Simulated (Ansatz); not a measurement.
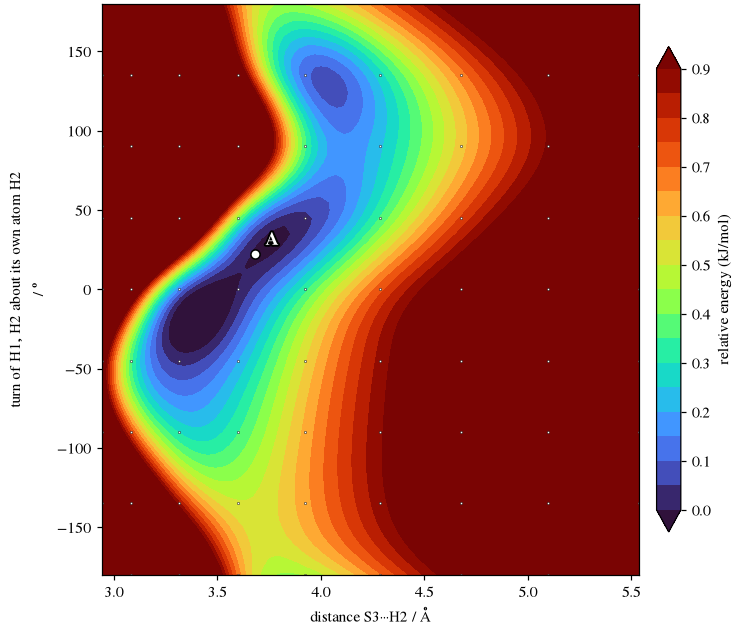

The pair H₂···CS₂. The turn is about an axis along (−0.68, 0.74, 0.01) in the frame of the relaxed pair, normal to the line between the partners. Coordinates scanned: (1) distance S3···H2; (2) turn of H1, H2 about its own atom H2. The scan uses a 9 × 8 grid. Points are written as (first, second). Energies are in kJ/mol, from the lowest grid point. Computed with RKS r2SCAN0-D4/def2-TZVPD (Ansatz 0.2.0).

In the figure: filled contours, dots at the grid points, one colour for all values above the top of the scale, the well A. Between grid points the surface is interpolated.

Question: Where is the minimum, and how stiff is the well along each coordinate? Take the well at A.

Answer: The interpolated minimum is at distance S3···H2 ≈ 3.681 Å, the second coordinate ≈ 22°. The curvatures there are about 0.078 eV/Å² and 0.021 eV/rad², with a cross term of about −0.038 eV/(Å·rad). Round the minimum the valley is strongly tilted: raising distance S3···H2 shifts the best value of the second coordinate upwards (coupling k₁₂/√(k₁₁k₂₂) about −0.9). (1 eV is 96.5 kJ/mol.)
